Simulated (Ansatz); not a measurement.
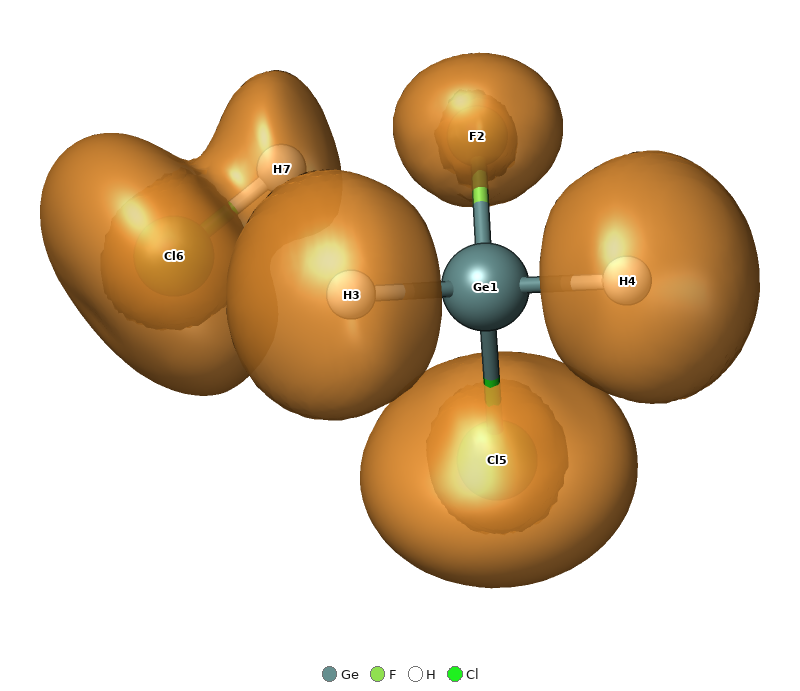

Figure. ClFGeH2···HCl. Isosurface of the ELF at 0.75 (orange), seen at a tilt. Core shells and regions of very low density are left out.

Not at a stationary point (largest force 1.4 eV/Å).

Computed with RKS PBE-D4/def2-SVP in Ansatz.

```json
{"atom": "Ge", "x (Å)": "-0.1086", "y (Å)": "0.1811", "z (Å)": "-0.1010"}
{"atom": "F", "x (Å)": "-0.2302", "y (Å)": "0.1715", "z (Å)": "1.6193"}
{"atom": "H", "x (Å)": "1.3740", "y (Å)": "-0.0277", "z (Å)": "-0.4616"}
{"atom": "H", "x (Å)": "-0.7832", "y (Å)": "1.4941", "z (Å)": "-0.5585"}
{"atom": "Cl", "x (Å)": "-1.3266", "y (Å)": "-1.4527", "z (Å)": "-0.8298"}
{"atom": "Cl", "x (Å)": "1.4621", "y (Å)": "-2.5292", "z (Å)": "1.2912"}
{"atom": "H", "x (Å)": "0.7065", "y (Å)": "-1.6873", "z (Å)": "2.0084"}
```

Question: Where are the electrons localised?

Answer: The surface consists of two regions around hydrogen nuclei, one region wrapped around Cl (its valence shell), one region wrapped around F (its valence shell) and one joined region spread over several atoms (Cl, H), in which their bonds and any lone pairs are merged.

Values along the shortest contacts:
F2···H7 (2.12 Å): the ELF dips to about 0.05 between them. Ge–F (1.72 Å): the ELF peaks at about 0.80 in the valence shell of F, 0.6 Å from its nucleus, and is about 0.25 at the midpoint.
